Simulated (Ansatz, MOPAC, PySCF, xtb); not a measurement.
C2H4 (SMILES C=C) and H2 (SMILES [H][H]) are pulled apart as rigid monomers along the line of their centres of mass, from the B3LYP-D3(BJ)/def2-TZVP minimum. Starting geometry (charge 0, multiplicity 1):
```xyz
8

C      0.4094     0.5515    -0.3288
C     -0.1351    -0.6137    -0.0115
H      1.4820     0.7026    -0.3114
H     -0.1950     1.4026    -0.6185
H     -1.2077    -0.7648    -0.0283
H      0.4692    -1.4647     0.2788
H     -0.3441     0.1118     2.9446
H     -0.4807     0.0751     3.6759
```

Interaction energies with rigid monomers; basis-set methods are counterpoise corrected unless marked otherwise.

Rows in 6-31G*, STO-3G carry no dispersion term and start afresh at each structure (6-31G* with six Cartesian d functions). The state that AM1 reach isn't checked.

The values were computed with Ansatz (a program for electronic structure); MOPAC for AM1 (differences of heats of formation); PySCF for 6-31G* rows, STO-3G rows; xtb for the GFN methods. Each number belongs to the level named beside it.

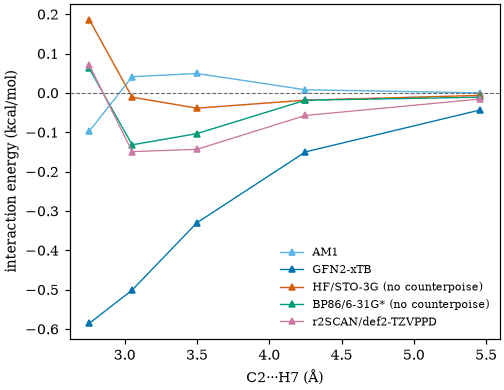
Figure. Interaction energy against separation

Task: Which level binds most strongly at C2···H7 = 3.05, and by how much?

Result: GFN2-xTB, -0.5 kcal/mol.
